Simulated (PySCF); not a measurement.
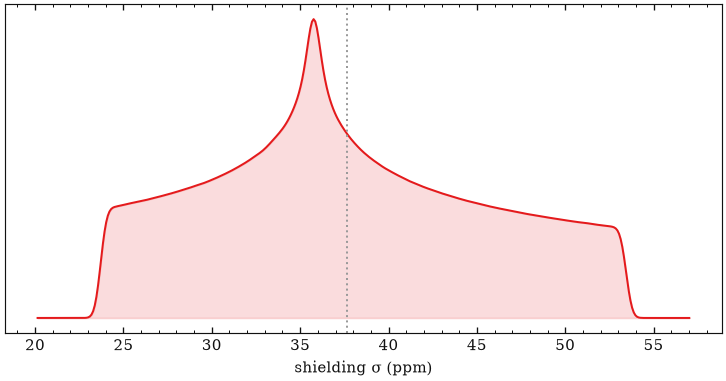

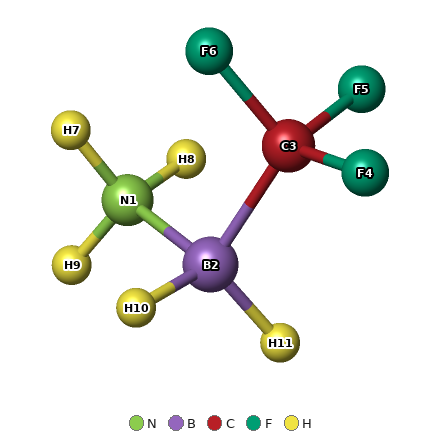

Static powder pattern (¹³C) from GIAO shielding tensors of CH₅BF₃N, SMILES [NH3+][BH2-]C(F)(F)F, PBE0/pcSseg-2, PySCF, at a PBE0-D3(BJ)/def2-SVP geometry (no frequency check); absolute shielding, one fixed geometry of the isolated molecule without any motion, no dipolar terms. The dotted line is the isotropic value; skew is 3(σiso − σ22)/span.

> The pattern belongs to C3. Give the principal values, span and skew.

C3: σ11, σ22, σ33 = 24, 36, 53 ppm, isotropic 38, span 30 ppm, skew 0.19.
